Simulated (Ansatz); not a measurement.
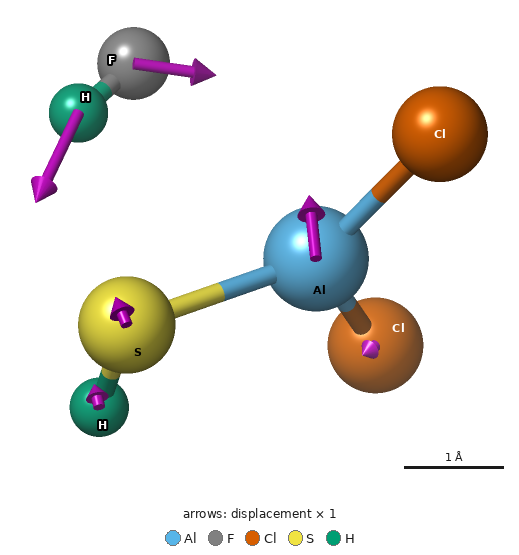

A relaxation of AlH2SCl2F. The starting structure is drawn; purple arrows show the displacements, at their true length. The two geometries are superimposed by the best rigid fit.

A ball-and-stick model, seen face on.

The run prepares an end point of a later path (reaction) calculation, from a guessed geometry.

Computed with RKS PBE-D4/def2-SVP (Ansatz 0.2.0). Settings: no spin polarisation; force threshold 0.03 eV/Å; at most 50 steps.

Atoms of which element are displaced furthest, and by how much?

Hydrogen: up to 1.20 Å, against 0.86 Å for fluorine.

What happened in the run?

The energy falls by 106.3 kJ/mol in 17 accepted moves (19 points after the start). The largest force component goes from 0.59 to 0.027 eV/Å. The line search rejected the trial steps at points 5, 15 of the run. An H atom moves most after the best rigid fit: 1.20 Å. By element the largest moves are H 1.20 Å, F 0.86 Å, Al 0.77 Å, S 0.35 Å, Cl 0.23 Å. Some distances before and after: F–H 0.936 → 2.625 Å, H–S 2.595 → 1.367 Å, Al–F 2.876 → 1.685 Å, Al–S 2.245 → 2.526 Å. New bonds form, among them: Al–F (2.88 → 1.69 Å), H–S (2.60 → 1.37 Å). Bonds break, among them: F–H (0.94 → 2.63 Å). Among the angles between lasting bonds that change: Cl–Al–S 119.2° → 99.5°, Cl–Al–S 117.7° → 103.3°, Cl–Al–Cl 122.4° → 119.6°. Cost: 66 s on 2 threads of Arm Neoverse N1, with other jobs on the host, peak memory 0.15 GiB.

Limits of the set-up: the start holds two separate molecules, 2.6 Å apart at their closest, whose relative position is a soft coordinate.
